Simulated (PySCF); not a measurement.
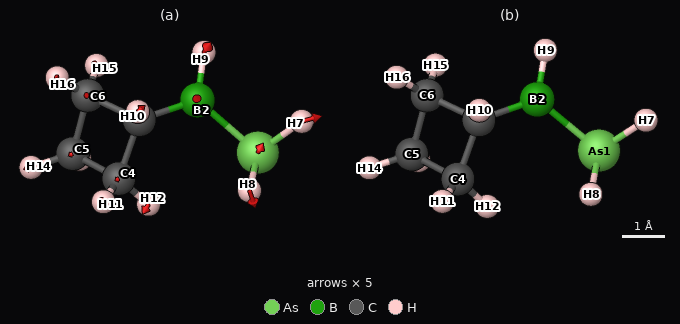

The structure of C$_{4}$H$_{10}$AsB before (left) and after (right) a relaxation, at one scale. The red arrows give the displacements, magnified 5 times.

Style: ball-and-stick. Shown face on.

The start comes from GFN2-xTB.

Level of theory: PBE0-D3(BJ)/def2-SVP geometry optimisation, gas phase in PySCF 2.14.0, density-fitted response routines. 

Describe what moved and what it gained.

The energy falls by 2.11 kcal/mol in 5 geometry steps. The largest force component goes from 0.83 to 0.018 eV/Å. The largest move after the best rigid fit is that of an H atom, 0.11 Å. By element the largest moves are H 0.11 Å, As 0.07 Å, B 0.05 Å, C 0.03 Å. Some distances before and after: B–H 1.177 → 1.212 Å, As–H 1.499 → 1.517 Å, C–H 1.097 → 1.112 Å, B–C 1.569 → 1.555 Å. Bond angles that change, for instance: H–As–H 91.0° → 96.7°, B–C–H 107.1° → 101.4°, B–As–H 94.3° → 98.4°.
